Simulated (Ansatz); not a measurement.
**SnO: response to strain**

The parent structure is SnO (space group P4/nmm, No. 129; a = 3.7685 Å, c = 4.5571 Å; layered, stacked along the Cartesian z axis; relaxed with 0.1 eV smearing). Axes: x, y, z lie along a, b, c of the conventional cell.

Strains are applied to the cell and any free atomic positions relax; under biaxial strain the out-of-plane vector relaxes too.

Calculations: PBEsol-D3(BJ), PAW, 420 eV (Ansatz, a program for electronic structure; spin-orbit coupling left out).

Notes on the quantities. pressure: mean of the normal stresses, compression positive.

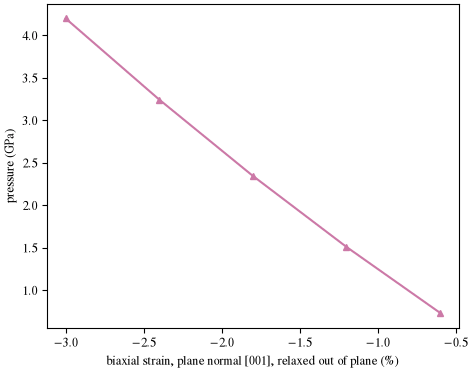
Figure. Pressure against biaxial strain, plane normal [001], relaxed out of plane

```csv
"biaxial strain, plane normal [001], relaxed out of plane (%)",pressure
-3,4.2 GPa
-2.4,3.2 GPa
-1.8,2.3 GPa
-1.2,1.5 GPa
-0.6,0.7 GPa
```

Whether these cells are dynamically stable was not tested. All final runs are without spin polarisation.
